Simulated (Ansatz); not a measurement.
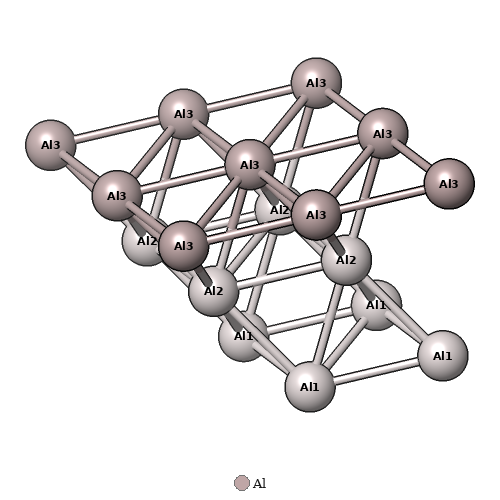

The system is Cl on an Al(111) slab cut from the Fm-3m phase, its upper half relaxed before the scan (3 atoms of substrate and one adsorbate in a 1 × 1 cell); the picture shows it without the atoms that are moved over the map. Cl is moved over the surface cell; relaxed at each place: the height of the adsorbate's atoms; substrate rigid; the origin of the map has the adsorbate above Al3. Places are given modulo a cell vector. The map is drawn in real space over the plane of the surface. The grid has 6 × 6 points; 10 points were computed and 26 follow by symmetry. Energies are in meV, from the lowest grid point. With one adsorbate in each 1 × 1 cell, its nearest image is 2.9 Å away, so neighbouring adsorbates interact. Computed with DFT PBE, scalar-relativistic, plane waves, PAW in Ansatz 0.2.0. Settings: cutoff 420 eV, k-mesh 9×9×1, gaussian smearing 0.1 eV, no spin polarisation.

Range: position of Cl4 along the first surface vector from 0.000 to 0.833; position of Cl4 along the second surface vector from 0.000 to 0.833.

**What landscape does the calculation give?**

The lowest grid point is at a threefold hollow over a third-layer Al atom, (4/6, 2/6) of the cell vectors. There are further wells near a threefold hollow over a second-layer Al atom, (2/6, 4/6) of the cell vectors (69 meV above the lowest at that grid point); the top site over a surface Al atom, (0/6, 0/6) of the cell vectors (176 meV above the lowest at that grid point). The highest grid point, (1/6, 2/6) of the cell vectors [nearest 1 Al at 2.18 Å], lies 214 meV above the lowest. On the interpolated surface the easiest way out of the lowest well to the well at a threefold hollow over a second-layer Al atom, (2/6, 4/6) of the cell vectors passes a barrier of about 84 meV. At the lowest point the adsorbate has 3 Al at 2.42 Å as nearest neighbours, at the highest 1 Al at 2.18 Å. Its relaxed height above the top atom is 1.77 Å at the lowest and 2.02 Å at the highest point.

| second ↓, first → | 0/6 | 1/6 | 2/6 | 3/6 | 4/6 | 5/6 |
| --- | --- | --- | --- | --- | --- | --- |
| 5/6 | 196 | 214 | 115 | 115 | 214 | 196 |
| 4/6 | 185 | 115 | 69 | 115 | 185 | 200 |
| 3/6 | 71 | 115 | 115 | 71 | 72 | 72 |
| 2/6 | 185 | 214 | 185 | 72 | 0 | 72 |
| 1/6 | 196 | 196 | 200 | 72 | 72 | 200 |
| 0/6 | 176 | 196 | 185 | 71 | 185 | 196 |

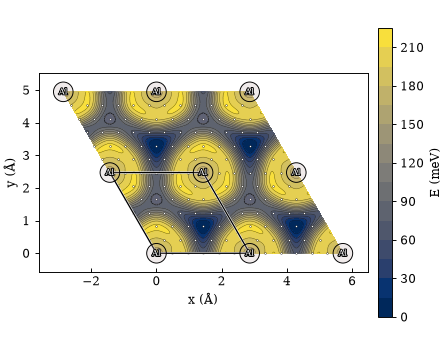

In the figure: filled contours, dots at the grid points, labelled circles for the atoms of the top layer and small ones for the second layer, the outline of one cell of the 2 × 2 shown. Between grid points the surface is interpolated.

Each point was launched as `ansatz run input.yaml --threads 1 --pin off --max-ram 3072MiB --backend cpu --events-out ev --progress --plain --runs-dir out`. Time for the 10 points that were run: 3.9 min on 1 thread of Arm Neoverse V1, with other jobs on the host.

PAW datasets: the set soft_1.
